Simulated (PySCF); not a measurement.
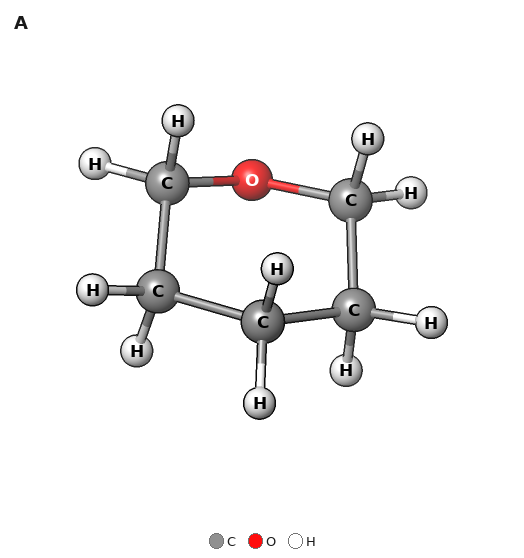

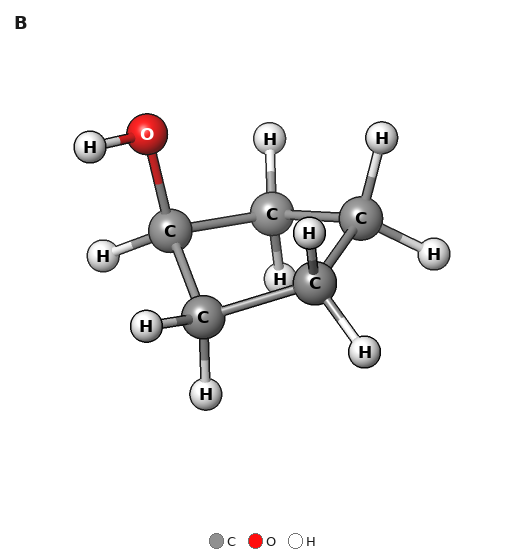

2 stationary structures of one formula. Geometries: PBE0-D3(BJ)/def2-SVP. Electronic energies: PBE0-D3(BJ)/def2-SVP (PySCF 2.14.0), without zero-point energy. No frequency run is at hand to confirm each as a minimum.

Question: How are they related?

Answer: They are constitutional isomers of C5H10O: A `C1CCOCC1`, B `OC1CCCC1`.

Question: Which is lowest in energy, and by how much?

Answer: B is lowest; A lies 0.085 eV above it.
